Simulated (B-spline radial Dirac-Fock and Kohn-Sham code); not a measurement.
Pt⁺. The calculation used a Dirac–Hartree–Slater potential; 1 + βP₂(cos θ) + (δ + γ cos²θ) sin θ cos φ with E1 and E1–E2 terms (a B-spline radial atomic code). Open shells are averaged over j.

What should this plot look like? Angular distribution of photoelectrons from N5 (4d5/2) in the plane of the polarisation E (up) and the photon direction k (right), relative to an isotropic one.

At 974 eV, β = 0.950, γ = 0.116 and δ = 0.018. At 1.13 keV, β = 1.076, γ = 0.047 and δ = 0.008. At 12.0 keV, β = 1.003, γ = 1.665 and δ = 0.221. At 12.0 keV the emission 45° forward of E is 3.9 times that 45° backward, and the lobe peaks 23° from E towards k.

The result:

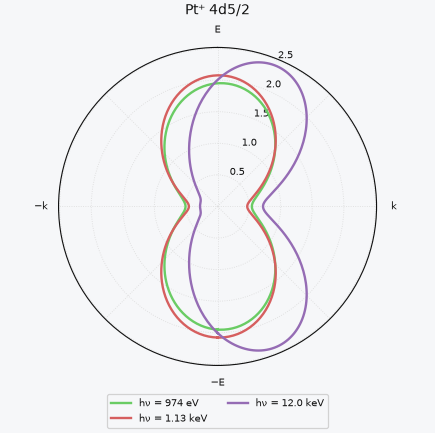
